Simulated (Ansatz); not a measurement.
## BH3Cl2: molecular dynamics (part 5 of 5)

BH3Cl2; RKS PBE-D4/def2-SVP (Ansatz 0.2.0). It belongs to a series of runs on one base structure; here: dynamics from the highest image of the converged band.

Geometry of the input (Å):
```
B  -0.0930  -0.1839  0.0840
H  -0.1063  0.2356  1.3079
H  0.9900  -0.0131  -0.4194
Cl -1.6015  0.1945  -0.7565
Cl -0.0453  -2.2413  0.7306
H  -0.1190  -0.8916  1.4081
```

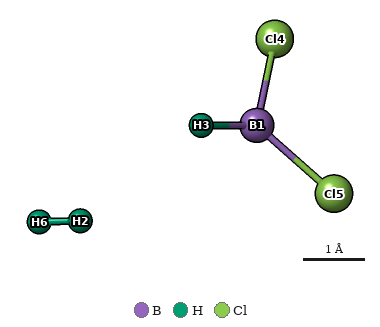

Fig. 1: The geometry at step 173 of the log (ball-and-stick view, seen at a tilt; atoms are numbered from 1 in the order of the input).

## Trajectory as extended XYZ, continued
```
6
Properties=species:S:1:pos:R:3:forces:R:3 step=145 time_fs=72.5 energy=-25751.60122 temperature=1954.3
B    -0.0319   -0.5536   -0.1283   -0.4506  -0.4009   0.7396
H    -0.4260    1.8775    2.7304   -0.0036   0.0462   0.0899
H     0.9714    0.1736   -0.1211   -0.3993  -0.6527  -0.0842
Cl   -1.5646    0.1338   -0.7016    0.5955  -0.2608   0.0765
Cl   -0.0834   -2.2080    0.6341    0.2591   1.3236  -0.7130
H    -0.3969    2.2077    3.4275   -0.0010  -0.0553  -0.1087
6
Properties=species:S:1:pos:R:3:forces:R:3 step=146 time_fs=73.0 energy=-25751.59584 temperature=1944.0
B    -0.0250   -0.5558   -0.1265   -0.5996  -0.3380   0.6245
H    -0.4317    1.8987    2.7591    0.0072   0.1551   0.2991
H     0.9779    0.1721   -0.1360   -0.4003  -0.6638  -0.0498
Cl   -1.5658    0.1332   -0.7019    0.7207  -0.3025   0.1326
Cl   -0.0842   -2.2085    0.6327    0.2838   1.3133  -0.6890
H    -0.3984    2.2500    3.4538   -0.0117  -0.1642  -0.3175
6
Properties=species:S:1:pos:R:3:forces:R:3 step=148 time_fs=74.0 energy=-25751.58269 temperature=1918.9
B    -0.0117   -0.5604   -0.1226   -0.9322  -0.2629   0.3972
H    -0.4431    1.9425    2.8190    0.0274   0.3260   0.5636
H     0.9880    0.1644   -0.1660   -0.3401  -0.6331   0.0167
Cl   -1.5681    0.1320   -0.7024    0.9482  -0.3746   0.2374
Cl   -0.0858   -2.2093    0.6297    0.3285   1.2793  -0.6342
H    -0.4015    2.3332    3.5038   -0.0318  -0.3346  -0.5807
6
Properties=species:S:1:pos:R:3:forces:R:3 step=150 time_fs=75.0 energy=-25751.57345 temperature=1901.0
B     0.0008   -0.5653   -0.1183   -1.2988  -0.2490   0.1821
H    -0.4542    1.9893    2.8842    0.0342   0.3552   0.5488
H     0.9949    0.1507   -0.1959   -0.2069  -0.5389   0.0733
Cl   -1.5702    0.1308   -0.7028    1.1441  -0.4316   0.3314
Cl   -0.0874   -2.2098    0.6266    0.3658   1.2276  -0.5711
H    -0.4049    2.4134    3.5485   -0.0384  -0.3633  -0.5645
6
Properties=species:S:1:pos:R:3:forces:R:3 step=152 time_fs=76.0 energy=-25751.56701 temperature=1888.2
B     0.0122   -0.5704   -0.1139   -1.6745  -0.2779  -0.0141
H    -0.4649    2.0394    2.9545    0.0187   0.2026   0.2775
H     0.9999    0.1319   -0.2250   -0.0247  -0.3990   0.1140
Cl   -1.5720    0.1294   -0.7031    1.3083  -0.4737   0.4145
Cl   -0.0888   -2.2099    0.6233    0.3947   1.1581  -0.4999
H    -0.4087    2.4901    3.5879   -0.0225  -0.2103  -0.2919
6
Properties=species:S:1:pos:R:3:forces:R:3 step=154 time_fs=77.0 energy=-25751.55430 temperature=1863.7
B     0.0220   -0.5757   -0.1095   -2.0198  -0.3179  -0.1908
H    -0.4755    2.0914    3.0274   -0.0171  -0.0824  -0.1109
H     1.0046    0.1092   -0.2531    0.1670  -0.2430   0.1378
Cl   -1.5734    0.1279   -0.7034    1.4424  -0.5020   0.4867
Cl   -0.0901   -2.2097    0.6198    0.4139   1.0699  -0.4207
H    -0.4126    2.5649    3.6245    0.0137   0.0753   0.0979
6
Properties=species:S:1:pos:R:3:forces:R:3 step=155 time_fs=77.5 energy=-25751.54512 temperature=1846.2
B     0.0263   -0.5785   -0.1073   -2.1655  -0.3298  -0.2736
H    -0.4809    2.1173    3.0637   -0.0365  -0.2238  -0.2740
H     1.0075    0.0969   -0.2667    0.2505  -0.1703   0.1453
Cl   -1.5739    0.1271   -0.7034    1.4987  -0.5114   0.5188
Cl   -0.0907   -2.2095    0.6181    0.4196   1.0183  -0.3782
H    -0.4146    2.6024    3.6430    0.0333   0.2170   0.2618
6
Properties=species:S:1:pos:R:3:forces:R:3 step=157 time_fs=78.5 energy=-25751.52845 temperature=1814.2
B     0.0333   -0.5843   -0.1032   -2.3715  -0.3136  -0.4354
H    -0.4919    2.1672    3.1340   -0.0572  -0.3593  -0.3909
H     1.0151    0.0712   -0.2928    0.3607  -0.0577   0.1584
Cl   -1.5747    0.1254   -0.7035    1.5910  -0.5217   0.5750
Cl   -0.0919   -2.2089    0.6145    0.4226   0.8991  -0.2871
H    -0.4182    2.6792    3.6820    0.0543   0.3533   0.3801
6
Properties=species:S:1:pos:R:3:forces:R:3 step=159 time_fs=79.5 energy=-25751.52031 temperature=1798.2
B     0.0383   -0.5903   -0.0995   -2.4350  -0.2246  -0.6026
H    -0.5034    2.2138    3.2008   -0.0348  -0.1983  -0.1961
H     1.0261    0.0450   -0.3173    0.3648  -0.0060   0.1804
Cl   -1.5751    0.1235   -0.7033    1.6582  -0.5220   0.6205
Cl   -0.0929   -2.2081    0.6108    0.4144   0.7581  -0.1887
H    -0.4213    2.7592    3.7245    0.0323   0.1927   0.1865
6
Properties=species:S:1:pos:R:3:forces:R:3 step=161 time_fs=80.5 energy=-25751.51431 temperature=1786.4
B     0.0411   -0.5966   -0.0963   -2.3512  -0.0632  -0.7828
H    -0.5152    2.2587    3.2658    0.0197   0.1545   0.1283
H     1.0406    0.0187   -0.3401    0.2560  -0.0141   0.2202
Cl   -1.5750    0.1215   -0.7030    1.7020  -0.5140   0.6552
Cl   -0.0938   -2.2070    0.6071    0.3953   0.5964  -0.0841
H    -0.4242    2.8409    3.7686   -0.0218  -0.1595  -0.1367
6
Properties=species:S:1:pos:R:3:forces:R:3 step=162 time_fs=81.0 energy=-25751.51013 temperature=1778.4
B     0.0417   -0.5997   -0.0949   -2.2629   0.0371  -0.8772
H    -0.5211    2.2814    3.2985    0.0481   0.3286   0.2646
H     1.0488    0.0054   -0.3508    0.1672  -0.0338   0.2467
Cl   -1.5748    0.1204   -0.7028    1.7157  -0.5072   0.6684
Cl   -0.0942   -2.2064    0.6052    0.3819   0.5086  -0.0301
H    -0.4257    2.8814    3.7904   -0.0500  -0.3333  -0.2724
6
Properties=species:S:1:pos:R:3:forces:R:3 step=164 time_fs=82.0 energy=-25751.50254 temperature=1764.0
B     0.0414   -0.6060   -0.0929   -2.0251   0.2537  -1.0669
H    -0.5324    2.3296    3.3662    0.0863   0.5482   0.4009
H     1.0663   -0.0213   -0.3702   -0.0492  -0.0837   0.3074
Cl   -1.5740    0.1182   -0.7023    1.7273  -0.4883   0.6867
Cl   -0.0950   -2.2052    0.6015    0.3487   0.3225   0.0796
H    -0.4290    2.9597    3.8318   -0.0879  -0.5524  -0.4077
6
Properties=species:S:1:pos:R:3:forces:R:3 step=166 time_fs=83.0 energy=-25751.50182 temperature=1762.5
B     0.0393   -0.6120   -0.0917   -1.7531   0.4595  -1.2429
H    -0.5430    2.3829    3.4375    0.0835   0.5133   0.3375
H     1.0832   -0.0488   -0.3867   -0.2721  -0.1208   0.3657
Cl   -1.5728    0.1159   -0.7015    1.7183  -0.4626   0.6937
Cl   -0.0957   -2.2038    0.5977    0.3082   0.1277   0.1892
H    -0.4332    3.0329    3.8694   -0.0848  -0.5170  -0.3433
6
Properties=species:S:1:pos:R:3:forces:R:3 step=168 time_fs=84.0 energy=-25751.50631 temperature=1771.0
B     0.0356   -0.6176   -0.0917   -1.4954   0.6244  -1.3867
H    -0.5527    2.4410    3.5120    0.0353   0.2192   0.1271
H     1.0976   -0.0774   -0.3998   -0.4543  -0.1225   0.4070
Cl   -1.5711    0.1134   -0.7006    1.6886  -0.4299   0.6892
Cl   -0.0963   -2.2024    0.5941    0.2623  -0.0687   0.2954
H    -0.4381    3.1012    3.9039   -0.0363  -0.2224  -0.1320
6
Properties=species:S:1:pos:R:3:forces:R:3 step=170 time_fs=85.0 energy=-25751.50936 temperature=1777.0
B     0.0306   -0.6227   -0.0929   -1.2849   0.7301  -1.4838
H    -0.5622    2.5011    3.5877   -0.0382  -0.2009  -0.1077
H     1.1076   -0.1072   -0.4089   -0.5642  -0.0784   0.4199
Cl   -1.5689    0.1108   -0.6994    1.6373  -0.3896   0.6728
Cl   -0.0968   -2.2010    0.5905    0.2126  -0.2593   0.3951
H    -0.4434    3.1675    3.9370    0.0374   0.1982   0.1037
6
Properties=species:S:1:pos:R:3:forces:R:3 step=171 time_fs=85.5 energy=-25751.51086 temperature=1780.1
B     0.0277   -0.6250   -0.0940   -1.2031   0.7579  -1.5118
H    -0.5670    2.5306    3.6253   -0.0696  -0.3734  -0.1850
H     1.1107   -0.1224   -0.4120   -0.5862  -0.0388   0.4137
Cl   -1.5677    0.1095   -0.6988    1.6032  -0.3663   0.6600
Cl   -0.0970   -2.2003    0.5887    0.1868  -0.3503   0.4417
H    -0.4460    3.2012    3.9539    0.0689   0.3709   0.1814
6
Properties=species:S:1:pos:R:3:forces:R:3 step=173 time_fs=86.5 energy=-25751.51992 temperature=1797.7
B     0.0210   -0.6290   -0.0972   -1.0900   0.7630  -1.5238
H    -0.5772    2.5869    3.6991   -0.0878  -0.4645  -0.1982
H     1.1126   -0.1530   -0.4151   -0.5604   0.0721   0.3751
Cl   -1.5648    0.1068   -0.6974    1.5167  -0.3129   0.6249
Cl   -0.0974   -2.1991    0.5853    0.1343  -0.5200   0.5267
H    -0.4505    3.2713    3.9889    0.0873   0.4623   0.1953
6
Properties=species:S:1:pos:R:3:forces:R:3 step=175 time_fs=87.5 energy=-25751.53674 temperature=1829.8
B     0.0134   -0.6324   -0.1018   -1.0389   0.7048  -1.4774
H    -0.5882    2.6389    3.7711   -0.0341  -0.1716  -0.0630
H     1.1092   -0.1829   -0.4148   -0.4457   0.2162   0.3042
Cl   -1.5616    0.1039   -0.6958    1.4035  -0.2492   0.5766
Cl   -0.0978   -2.1980    0.5820    0.0815  -0.6698   0.5991
H    -0.4543    3.3456    4.0257    0.0336   0.1696   0.0605
6
Properties=species:S:1:pos:R:3:forces:R:3 step=177 time_fs=88.5 energy=-25751.55007 temperature=1855.4
B     0.0048   -0.6352   -0.1077   -1.0287   0.5947  -1.3785
H    -0.5994    2.6894    3.8425    0.0539   0.2853   0.0851
H     1.1015   -0.2107   -0.4115   -0.2612   0.3778   0.2094
Cl   -1.5580    0.1010   -0.6941    1.2602  -0.1742   0.5140
Cl   -0.0982   -2.1970    0.5789    0.0301  -0.7966   0.6571
H    -0.4578    3.4214    4.0631   -0.0542  -0.2871  -0.0872
6
Properties=species:S:1:pos:R:3:forces:R:3 step=179 time_fs=89.5 energy=-25751.55713 temperature=1869.4
B    -0.0047   -0.6374   -0.1148   -1.0188   0.4504  -1.2392
H    -0.6102    2.7425    3.9147    0.1201   0.6141   0.1505
H     1.0914   -0.2349   -0.4062   -0.0451   0.5360   0.1052
Cl   -1.5540    0.0981   -0.6922    1.0824  -0.0861   0.4364
Cl   -0.0986   -2.1963    0.5759   -0.0182  -0.8987   0.6994
H    -0.4618    3.4946    4.0997   -0.1204  -0.6157  -0.1523
6
Properties=species:S:1:pos:R:3:forces:R:3 step=180 time_fs=90.0 energy=-25751.56100 temperature=1877.0
B    -0.0098   -0.6384   -0.1188   -0.9961   0.3722  -1.1595
H    -0.6152    2.7711    3.9512    0.1332   0.6736   0.1472
H     1.0861   -0.2451   -0.4031    0.0580   0.6063   0.0553
Cl   -1.5519    0.0966   -0.6912    0.9790  -0.0367   0.3916
Cl   -0.0988   -2.1960    0.5745   -0.0407  -0.9404   0.7143
H    -0.4641    3.5292    4.1174   -0.1335  -0.6751  -0.1489
6
Properties=species:S:1:pos:R:3:forces:R:3 step=182 time_fs=91.0 energy=-25751.57308 temperature=1900.2
B    -0.0207   -0.6401   -0.1275   -0.8758   0.2170  -0.9903
H    -0.6242    2.8331    4.0254    0.1107   0.5493   0.0912
H     1.0760   -0.2611   -0.3967    0.2165   0.7150  -0.0295
Cl   -1.5475    0.0936   -0.6892    0.7402   0.0739   0.2897
Cl   -0.0991   -2.1957    0.5719   -0.0808  -1.0047   0.7315
H    -0.4699    3.5934    4.1520   -0.1109  -0.5506  -0.0925
6
Properties=species:S:1:pos:R:3:forces:R:3 step=184 time_fs=92.0 energy=-25751.58674 temperature=1926.4
B    -0.0323   -0.6416   -0.1371   -0.6137   0.0766  -0.8173
H    -0.6323    2.9002    4.1005    0.0309   0.1523   0.0172
H     1.0680   -0.2703   -0.3905    0.2713   0.7668  -0.0842
Cl   -1.5429    0.0907   -0.6871    0.4556   0.2016   0.1711
Cl   -0.0995   -2.1956    0.5694   -0.1131  -1.0439   0.7315
H    -0.4766    3.6526    4.1856   -0.0310  -0.1534  -0.0183
6
Properties=species:S:1:pos:R:3:forces:R:3 step=186 time_fs=93.0 energy=-25751.59421 temperature=1940.9
B    -0.0444   -0.6430   -0.1474   -0.1918  -0.0427  -0.6436
H    -0.6400    2.9687    4.1757   -0.0661  -0.3115  -0.0182
H     1.0624   -0.2723   -0.3851    0.2043   0.7553  -0.1069
Cl   -1.5382    0.0878   -0.6849    0.1235   0.3470   0.0368
Cl   -0.1000   -2.1958    0.5672   -0.1359  -1.0587   0.7148
H    -0.4837    3.7104    4.2191    0.0660   0.3105   0.0172
6
Properties=species:S:1:pos:R:3:forces:R:3 step=188 time_fs=94.0 energy=-25751.59732 temperature=1947.1
B    -0.0567   -0.6445   -0.1584    0.3616  -0.1455  -0.4643
H    -0.6483    3.0344    4.2508   -0.1121  -0.5202  -0.0013
H     1.0588   -0.2670   -0.3808    0.0398   0.6870  -0.1060
Cl   -1.5335    0.0850   -0.6828   -0.2531   0.5094  -0.1110
Cl   -0.1004   -2.1963    0.5651   -0.1482  -1.0500   0.6822
H    -0.4901    3.7709    4.2527    0.1120   0.5193   0.0004
6
Properties=species:S:1:pos:R:3:forces:R:3 step=189 time_fs=94.5 energy=-25751.59872 temperature=1949.7
B    -0.0628   -0.6453   -0.1640    0.6687  -0.1938  -0.3702
H    -0.6529    3.0654    4.2884   -0.1003  -0.4612   0.0118
H     1.0572   -0.2618   -0.3789   -0.0625   0.6362  -0.1008
Cl   -1.5311    0.0837   -0.6817   -0.4557   0.5960  -0.1887
Cl   -0.1007   -2.1967    0.5642   -0.1504  -1.0375   0.6605
H    -0.4929    3.8030    4.2695    0.1002   0.4604  -0.0127
6
Properties=species:S:1:pos:R:3:forces:R:3 step=191 time_fs=95.5 energy=-25751.59714 temperature=1946.3
B    -0.0744   -0.6470   -0.1754    1.2966  -0.2904  -0.1710
H    -0.6626    3.1245    4.3635   -0.0180  -0.0806   0.0066
H     1.0534   -0.2471   -0.3760   -0.2685   0.5133  -0.0883
Cl   -1.5265    0.0811   -0.6796   -0.8812   0.7763  -0.3478
Cl   -0.1012   -2.1976    0.5624   -0.1469  -0.9985   0.6079
H    -0.4980    3.8701    4.3030    0.0179   0.0798  -0.0073
6
Properties=species:S:1:pos:R:3:forces:R:3 step=193 time_fs=96.5 energy=-25751.58300 temperature=1919.1
B    -0.0849   -0.6489   -0.1871    1.8825  -0.3910   0.0407
H    -0.6725    3.1829    4.4387    0.0861   0.3837  -0.0519
H     1.0470   -0.2274   -0.3740   -0.4314   0.3777  -0.0801
Cl   -1.5221    0.0787   -0.6776   -1.3176   0.9585  -0.5055
Cl   -0.1018   -2.1988    0.5607   -0.1335  -0.9444   0.5455
H    -0.5028    3.9379    4.3365   -0.0862  -0.3843   0.0512
6
Properties=species:S:1:pos:R:3:forces:R:3 step=195 time_fs=97.5 energy=-25751.56193 temperature=1878.7
B    -0.0937   -0.6512   -0.1986    2.3655  -0.4950   0.2566
H    -0.6816    3.2449    4.5134    0.1490   0.6521  -0.1230
H     1.0366   -0.2041   -0.3727   -0.5134   0.2456  -0.0800
Cl   -1.5181    0.0766   -0.6757   -1.7411   1.1306  -0.6528
Cl   -0.1024   -2.2002    0.5593   -0.1110  -0.8806   0.4768
H    -0.5085    4.0022    4.3705   -0.1491  -0.6527   0.1224
6
Properties=species:S:1:pos:R:3:forces:R:3 step=196 time_fs=98.0 energy=-25751.55304 temperature=1861.6
B    -0.0973   -0.6525   -0.2043    2.5538  -0.5464   0.3621
H    -0.6857    3.2781    4.5503    0.1545   0.6704  -0.1444
H     1.0295   -0.1915   -0.3723   -0.5177   0.1851  -0.0831
Cl   -1.5163    0.0757   -0.6748   -1.9394   1.2085  -0.7197
Cl   -0.1027   -2.2011    0.5586   -0.0966  -0.8467   0.4412
H    -0.5119    4.0321    4.3879   -0.1546  -0.6709   0.1439
6
Properties=species:S:1:pos:R:3:forces:R:3 step=198 time_fs=99.0 energy=-25751.54182 temperature=1839.7
B    -0.1028   -0.6555   -0.2155    2.8042  -0.6423   0.5601
H    -0.6927    3.3492    4.6231    0.1104   0.4706  -0.1272
H     1.0118   -0.1652   -0.3722   -0.4493   0.0815  -0.0945
Cl   -1.5131    0.0741   -0.6732   -2.2926   1.3390  -0.8345
Cl   -0.1033   -2.2029    0.5573   -0.0622  -0.7778   0.3694
H    -0.5196    4.0872    4.4237   -0.1104  -0.4712   0.1267
6
Properties=species:S:1:pos:R:3:forces:R:3 step=200 time_fs=100.0 energy=-25751.53379 temperature=1824.0
B    -0.1058   -0.6591   -0.2262    2.8739  -0.7203   0.7303
H    -0.6987    3.4246    4.6948    0.0113   0.0472  -0.0156
H     0.9898   -0.1380   -0.3730   -0.2856   0.0065  -0.1106
Cl   -1.5104    0.0728   -0.6718   -2.5673   1.4251  -0.9184
Cl   -0.1040   -2.2049    0.5561   -0.0210  -0.7108   0.2991
H    -0.5284    4.1380    4.4607   -0.0113  -0.0476   0.0151
```

## Summary

| quantity | value |
| --- | --- |
| outcome | finished |
| mean temperature over the second half | 1858 K |
| trajectory | 200 steps, 100 fs |
| ensemble | nve |
| temperature in the input | 100.0 K |
| time step | 0.5 fs |
| potential energy (last step) | −25751.5338 eV |
| mean-field energy (last step) | −25751.4501 eV |
| largest force (length of the vector) (last step) | 3.077 eV/Å |
| hardware | 1 thread of Arm Neoverse V2, 24 GiB of memory available, shared host |
| wall time | 3.7 min |
| peak memory | 0.1 GiB |

## Notes

So short a trajectory is not equilibrated.
